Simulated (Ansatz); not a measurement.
System KGaH₆ (space group Pm-3m, No. 221); source of the atomic positions: coordinates from a relaxation with DFT PBE, scalar-relativistic, plane waves, PAW in Ansatz; the starting structure was generated, so it need not be a known form of this composition.

```
K Ga H
1.0
     6.08058    0.00000    0.00000
     0.00000    6.08058    0.00000
     0.00000    0.00000    6.08058
K Ga H
1 1 6
Direct
  0.00000 0.00000 0.00000
  0.50000 0.50000 0.50000
  0.56147 0.00000 0.00000
  0.43853 0.00000 0.00000
  0.00000 0.56147 0.00000
  0.00000 0.43853 0.00000
  0.00000 0.00000 0.56147
  0.00000 0.00000 0.43853
```

Describe how the polyhedra about K are linked (bonds: H–K below 3 Å).

K: KH6 octahedron. The octahedra are isolated from each other.

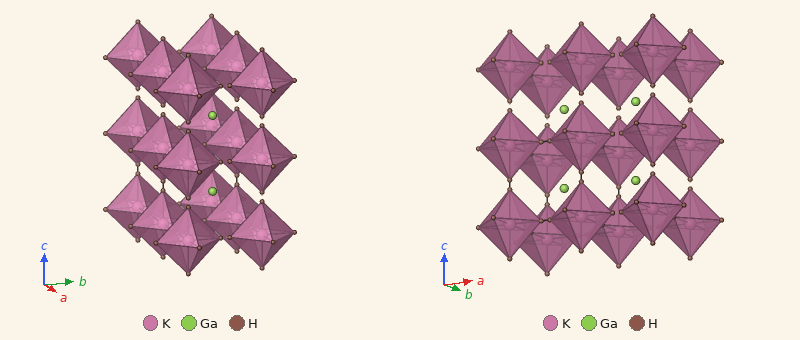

Polyhedra are drawn about K (bonds: H–K below 3 Å); other atoms are plain spheres. Two views of the same piece.
